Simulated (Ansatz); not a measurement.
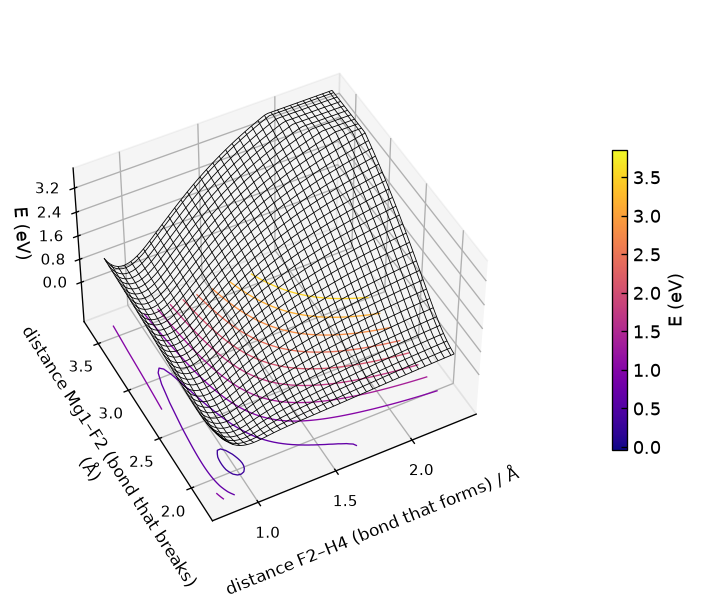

Energy landscape of the reacting system CH₄BrFMg (fragments CH₄BrFMg where the first distance is long, CH₃BrMg + FH where the second is long). First axis: distance F2–H4 (bond that forms). Second axis: distance Mg1–F2 (bond that breaks). Relaxed at each point: all other coordinates. The scan uses an 8 × 8 grid. Points are written as (first, second). Energies: eV, counted from the lowest grid point. The reference is spin-restricted, so regions where a bond is pulled apart into radicals lie too high. All numbers below come from RKS B3LYP-D4/def2-SVP (Ansatz 0.2.0).

In the figure: a relief with its contours projected below, any walls above the top of the colour scale cut off. Between grid points the surface is interpolated. 

Summarise what can be read from the map.

Answer. The lowest grid point is at (0.951 Å, 2.185 Å). It is the only kind of minimum in the scanned range. The highest grid point, (2.319 Å, 3.609 Å), lies 4.59 eV above the lowest.

The whole map (64 points run) took 19 min on 1 thread of Arm Neoverse V2, with other jobs on the host.
